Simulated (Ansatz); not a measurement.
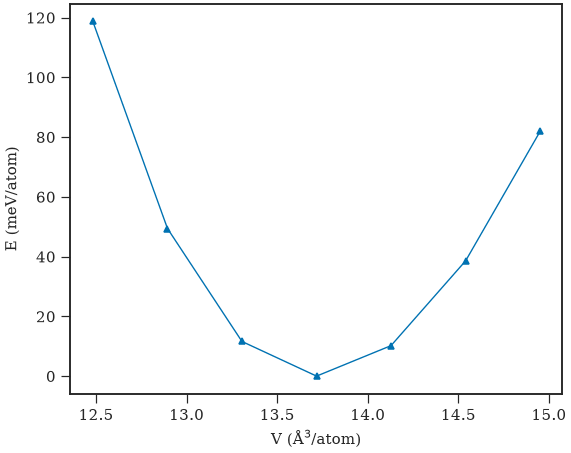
Figure. Rh (fcc (Cu type), Fm-3m) under volume change, the program Ansatz at the r²SCAN level (PAW), scaled uniformly.

Problem. What does a third-order Birch–Murnaghan fit give for V₀, B₀ and B′?

Solution. V₀ = 13.72 Å³/atom, B₀ = 282 GPa, B′ = 5.2.

Symmetry was held in the r²SCAN relaxation. The run is not spin-polarised.

Potentials: the later of the program's two PAW sets.
